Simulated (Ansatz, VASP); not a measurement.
# Cross-check of SiB between VASP and Ansatz, part 2 of 2

One calculation is typed for both programs; each brings its own data sets and cutoff. How far apart do they land? The cell is invented: As first built, before any earlier steps moved the atoms: it takes the HfB structure with some of its atoms replaced by other elements, volume scaled by an estimate. It may not be a known or stable phase. The cell comes out of the VASP series on this material, whose earlier steps may have relaxed, scaled or displaced it; both programs get it as it stands.

VASP 6.6.1 and Ansatz 0.2.0.

So far. Step 2 (VASP: band structure, PBE): The run ends at a pressure of 0.08 GPa. Step 5 (VASP: band structure, LDA): The run ends at a pressure of -4.62 GPa.

## (6) Ansatz: band structure, LDA

Level of this step: Ansatz beside VASP: Kohn-Sham DFT, plane waves, LDA (Ansatz).

The same cell, functional (in two slightly different forms), mesh and smearing now go to Ansatz, which takes its cutoff from its data sets.

The cell comes out of the VASP series on this material, whose earlier steps may have relaxed, scaled or displaced it; both programs get it as it stands.

input.yaml

```yaml
crystal:
  lattice:
    - [0.0, 2.1606624327, 2.1606624327]
    - [2.1606624327, 0.0, 2.1606624327]
    - [2.1606624327, 2.1606624327, 0.0]
  atoms:
    - { symbol: Si, position: [0.5, 0.5, 0.5] }
    - { symbol: B, position: [0.0, 0.0, 0.0] }
hamiltonian:
  xc: lda
  pseudopotentials: { kind: paw }
kpoints:
  mp_grid: { grid: [6, 6, 6] }
  band_path:
    path:
      - [0.0, 0.0, 0.0]
      - [0.16667, 0.0, 0.16667]
      - [0.33333, 0.0, 0.33333]
      - [0.5, 0.0, 0.5]
      - [0.5, 0.08333, 0.58333]
      - [0.5, 0.18333, 0.68333]
      - [0.5, 0.25, 0.75]
      - [0.45, 0.3, 0.75]
      - [0.40833, 0.34167, 0.75]
      - [0.35, 0.35, 0.7]
      - [0.225, 0.225, 0.45]
      - [0.075, 0.075, 0.15]
      - [0.03333, 0.03333, 0.03333]
      - [0.23333, 0.23333, 0.23333]
      - [0.4, 0.4, 0.4]
      - [0.51667, 0.46667, 0.51667]
      - [0.55833, 0.38333, 0.55833]
      - [0.60833, 0.28333, 0.60833]
      - [0.60833, 0.25, 0.64167]
      - [0.55833, 0.25, 0.69167]
      - [0.51667, 0.25, 0.73333]
      - [0.5, 0.3, 0.7]
      - [0.5, 0.38333, 0.61667]
      - [0.5, 0.48333, 0.51667]
      - [0.475, 0.475, 0.55]
      - [0.425, 0.425, 0.65]
      - [0.38333, 0.38333, 0.73333]
      - [0.59167, 0.18333, 0.59167]
      - [0.55, 0.1, 0.55]
      - [0.5, 0.0, 0.5]
    npoints: 1
scf:
  occupations: { method: gaussian, width: 0.02 }
  n_extra_bands: 7
output:
  forces: true
  stress: true
  eigenvalues: true
  write_density: true
  write_potential: true
  elf: true
  volumetric_format: npy
```

Launch:

```
$ ansatz run input.yaml --threads 2 --pin off --max-ram 4608MiB --backend cpu --events-out ev --progress --plain --runs-dir out
```

Numbers of over 12 decimals in the logs are rounded to 6 here.

The program printed:

```text
[...]
Crystal: 2 atoms, lattice volume = 20.174 Å³
Basis set: ecut = 420 eV, 411 PW (Γ)
Bands: 11, of which v1, the nominal top of the filled ones, is band 4 counted from 1 (3 counted from 0)
Symmetry: 48 space group operations
[...]
k-points: 16 of 216
[...]
--- Band table (eV; the first three rows and the last of 16) ---
  k-point 0: bands = [-4.2439, 12.4817, 12.4817, 12.4817, 19.3446, 19.3446, 19.3446, 20.9361, ... 3 higher]
  k-point 1: bands = [-3.6418, 9.6049, 12.1845, 12.1845, 18.7309, 18.7309, 18.9803, 20.8533, ... 3 higher]
  k-point 2: bands = [-1.8506, 5.0525, 11.8784, 11.8784, 16.0939, 16.0939, 18.5860, 19.8118, ... 3 higher]
  k-point 15: bands = [3.4516, 3.7711, 5.5720, 5.9721, 14.1732, 17.5072, 20.3169, 24.1188, ... 3 higher]
[key lines of the parts left out:]
SCF converged after 6 iterations
Free energy (F): -757.370555 eV
Fermi energy:    10.788297 eV
P = ⅓ Tr σ = -5.8846 GPa (-58.846 kbar)
```

It took 0.94 s on 2 threads of Arm Neoverse N1, shared host; peak memory 0.24 GiB.

## (7) Comparison

What differs besides the data sets and the points named for the pairs above, as far as they apply: the two LDA forms differ slightly; Ansatz makes its cores anew for this functional, VASP keeps those of its PBE data sets. Total energies have different zeros and are not compared.

The two programs side by side:

```tsv
quantity	Ansatz	VASP	difference
pressure (GPa)	-5.88	-4.62	-1.27
```

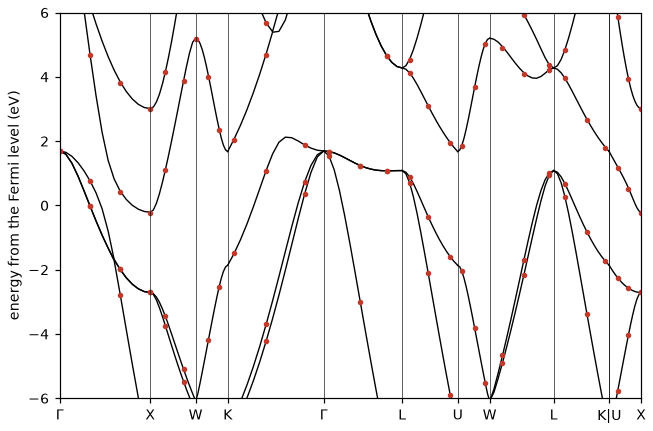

Bands from VASP (lines) and levels from Ansatz (dots). Dots without a line are higher empty bands that the VASP plot leaves out.

Levels from 3 eV below to 2 eV above the Fermi level differ by 13 meV r.m.s. and 31 meV at most; each VASP level is matched to the nearest of Ansatz, which flatters the figure a little. Ansatz's pressure holds a Pulay correction of 0.15 GPa; VASP's holds none.

## (8) Further runs

The difference is large enough to ask for its cause, so further runs change the set-up of one program at a time, as the table lists.

```tsv
run	difference in pressure (GPa)
as above	-1.3
Ansatz's larger PAW set (cutoff 760 eV)	-1.3
norm-conserving potentials (cutoff 1034 eV)	-1.5
```

## (9) Ansatz: band structure, PBEsol

The same path points are solved in both programs, so levels can be compared one by one.

The cell comes out of the VASP series on this material, whose earlier steps may have relaxed, scaled or displaced it; both programs get it as it stands.

Changes to input.yaml since step 6:

```diff
@@ -9,3 +9,3 @@
 hamiltonian:
-  xc: lda
+  xc: pbesol
   pseudopotentials: { kind: paw }
@@ -53,5 +53 @@
   eigenvalues: true
-  write_density: true
-  write_potential: true
-  elf: true
-  volumetric_format: npy
```

The program printed:

```text
[...]
Crystal: 2 atoms, lattice volume = 20.174 Å³
Basis set: ecut = 420 eV, 411 PW (Γ), exchange–correlation on 48×48×48 points (8 copies of the dense FFT grid, shifted against one another)
Bands: 11, of which v1, the nominal top of the filled ones, is band 4 counted from 1 (3 counted from 0)
Symmetry: 48 space group operations
[...]
k-points: 16 of 216
[...]
--- Band table (eV; the first three rows and the last of 16) ---
  k-point 0: bands = [-4.1699, 12.7017, 12.7017, 12.7017, 19.4280, 19.4280, 19.4280, 21.1639, ... 3 higher]
  k-point 1: bands = [-3.5653, 9.7672, 12.3896, 12.3896, 18.9299, 18.9299, 19.0741, 20.9669, ... 3 higher]
  k-point 2: bands = [-1.7660, 5.1703, 12.0673, 12.0673, 16.2830, 16.2830, 18.6925, 20.0380, ... 3 higher]
  k-point 15: bands = [3.5590, 3.8758, 5.7072, 6.0930, 14.3879, 17.5937, 20.5660, 24.2875, ... 3 higher]
[key lines of the parts left out:]
SCF converged after 6 iterations
Free energy (F): -773.173486 eV
Fermi energy:    10.971754 eV
P = ⅓ Tr σ = -2.6481 GPa (-26.481 kbar)
```

Wall time 0.93 s (2 threads); peak memory 0.24 GiB; 1.4 s of CPU time.

## (10) VASP: band structure, PBEsol

The same cell, functional, mesh and smearing now go to VASP, with its own data sets and cutoff.

INCAR

```
SYSTEM = SiB
PREC = Accurate
ENCUT = 420
EDIFF = 1E-06
NELM = 100
ISMEAR = 0
SIGMA = 0.02
LREAL = .FALSE.
ALGO = Normal
GGA = PS
NBANDS = 15
LORBIT = 11
LWAVE = .FALSE.
LCHARG = .FALSE.
KPAR = 4
```

POSCAR

```
SiB
1.0
    0.0000000000      2.1606624327      2.1606624327
    2.1606624327      0.0000000000      2.1606624327
    2.1606624327      2.1606624327      0.0000000000
Si B
1 1
Direct
    0.5000000000      0.5000000000      0.5000000000
    0.0000000000      0.0000000000      0.0000000000
```

KPOINTS

```
Automatic mesh
0
Gamma
6 6 6
0 0 0
```

KPOINTS_OPT

```
Line mode
16
Line-mode
Reciprocal
  0.00000000   0.00000000   0.00000000 GAMMA
  0.50000000   0.00000000   0.50000000 X

  0.50000000   0.00000000   0.50000000 X
  0.50000000   0.25000000   0.75000000 W

  0.50000000   0.25000000   0.75000000 W
  0.37500000   0.37500000   0.75000000 K

  0.37500000   0.37500000   0.75000000 K
  0.00000000   0.00000000   0.00000000 GAMMA

  0.00000000   0.00000000   0.00000000 GAMMA
  0.50000000   0.50000000   0.50000000 L

  0.50000000   0.50000000   0.50000000 L
  0.62500000   0.25000000   0.62500000 U

  0.62500000   0.25000000   0.62500000 U
  0.50000000   0.25000000   0.75000000 W

  0.50000000   0.25000000   0.75000000 W
  0.50000000   0.50000000   0.50000000 L

  0.50000000   0.50000000   0.50000000 L
  0.37500000   0.37500000   0.75000000 K

  0.62500000   0.25000000   0.62500000 U
  0.50000000   0.00000000   0.50000000 X
```

Potentials, in the order of the species: Si and B (PBE family, release 64).

Launch:

```
$ mpirun -np 4 vasp_std
```

The program printed:

```text
[banner, memory and clock lines left out]
running    4 mpi-ranks, on    1 nodes
[...]
[... a notice as in an earlier step ...]

 LDA part: xc-table for (Slater+PW92), standard interpolation
 POSCAR, INCAR and KPOINTS ok, starting setup
[...]
entering main loop
       N       E                     dE             d eps       ncg     rms          rms(c)
DAV:   1     0.968145229930E+00    0.96815E+00   -0.27461E+03   487   0.330E+02
DAV:   2    -0.118756340249E+02   -0.12844E+02   -0.12455E+02   641   0.709E+01
DAV:   3    -0.121544706656E+02   -0.27884E+00   -0.27722E+00   543   0.714E+00
DAV:   4    -0.121548269677E+02   -0.35630E-03   -0.35629E-03   620   0.353E-01
[...]
DAV:   8    -0.117988871121E+02    0.12326E-02   -0.13551E-03   578   0.235E-01    0.123E-01
DAV:   9    -0.117988484452E+02    0.38667E-04   -0.65811E-05   557   0.449E-02    0.600E-02
DAV:  10    -0.117988481977E+02    0.24748E-06   -0.22421E-06   533   0.662E-03
   1 F= -.11798848E+02 E0= -.11798652E+02  d E =-.392603E-03
 Start KPOINTS_OPT (optional k-point list driver)
k-point batch [1-16\160]
       N       E                     dE             ncg
DAV:   1     0.674929972938E+03   -0.17082E+04      480
DAV:   2     0.487540694997E+03   -0.18739E+03      613
DAV:   3     0.483255575089E+03   -0.42851E+01      564
DAV:   4     0.483250441428E+03   -0.51337E-02      557
DAV:   5     0.483250432218E+03   -0.92101E-05      564
DAV:   6     0.483250432198E+03   -0.20660E-07      486
[...]
k-point batch [145-160\160]
       N       E                     dE             ncg
DAV:   1     0.523077152772E+03   -0.37530E+04      480
DAV:   2     0.321219328083E+03   -0.20186E+03      649
DAV:   3     0.318136788052E+03   -0.30825E+01      634
DAV:   4     0.318133098675E+03   -0.36894E-02      585
DAV:   5     0.318133092683E+03   -0.59916E-05      620
DAV:   6     0.318133092669E+03   -0.13858E-07      592
```

OUTCAR, selected parts (step 10):

```text
  Total       -0.3015078     -0.3015078     -0.3015078     -0.0000000      0.0000000      0.0000000
  in kB      -23.9451965    -23.9451965    -23.9451965     -0.0000000      0.0000000      0.0000000
  external PRESSURE =     -23.9451965 kB  Pullay stress =       0.0000000 kB

 POSITION                                       TOTAL-FORCE (eV/Angst)
 -----------------------------------------------------------------------------------
      2.16066      2.16066      2.16066         0.000000      0.000000     -0.000000
      0.00000      0.00000      0.00000         0.000000      0.000000      0.000000
 -----------------------------------------------------------------------------------
    total drift:                                0.000000     -0.000000     -0.000000

  FREE ENERGIE OF THE ION-ELECTRON SYSTEM (eV)
  ---------------------------------------------------
  free  energy   TOTEN  =       -11.7988481977 eV

  energy  without entropy=      -11.7984555948  energy(sigma->0) =      -11.79865190

[... 2 parts as in an earlier step ...]

[... 1 further part left out ...]
[key lines of the parts left out:]
E-fermi :   9.4437
```

The run ends at a pressure of -2.39 GPa.

## (11) Side by side

The two programs side by side:

```tsv
quantity	Ansatz	VASP	difference
pressure (GPa)	-2.65	-2.39	-0.25
```

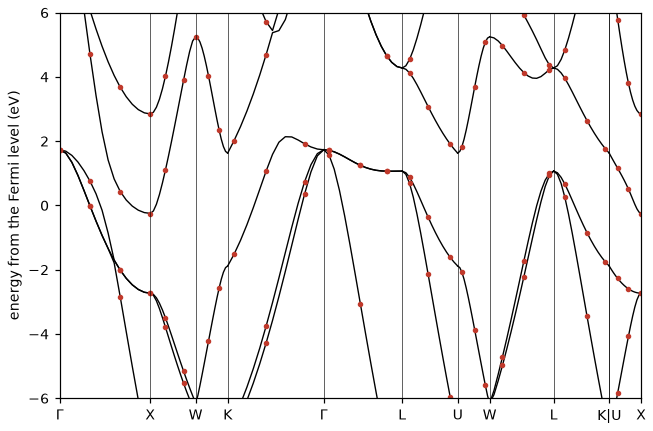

Bands from VASP (lines) and levels from Ansatz (dots). Dots without a line are higher empty bands that the VASP plot leaves out.

Levels from 3 eV below to 2 eV above the Fermi level differ by 3 meV r.m.s. and 6 meV at most; each VASP level is matched to the nearest of Ansatz, which flatters the figure a little. Ansatz's pressure holds a Pulay correction of 0.12 GPa; VASP's holds none.

## (12) What came out

```json
{
 "r.m.s. difference of levels near the Fermi level (band structure, PBE)": "1.3 meV",
 "difference in pressure (band structure, LDA)": "-1.3 GPa",
 "r.m.s. difference of levels near the Fermi level (band structure, PBEsol)": "2.7 meV"
}
```

**Reading.** The difference in pressure is -1.3 GPa (band structure, LDA), beyond the 1 GPa picked in this series as the mark of a large difference. For band structure, LDA: no further run halves the difference in pressure; only Ansatz's side was varied, and Ansatz's runs with other potentials lie closer to each other than to VASP, which for this quantity points to VASP's side; this was not tested here. 1 further run on this material is not shown. How closely two codes agree says nothing of how well the functional describes the real material.

[Lines on the potential files, build, host, timing and source positions are cut from VASP's logs without a mark.]

[Logs are printed without paths, hosts, clocks, repeated set-up lines and the standing remarks that a program may print on its own settings, such as how far it seeks lower states.]

[Hosts, paths, dates, database ids (printed as entryN), source tags and the programs' standing remarks are cut or masked in the printed files.]
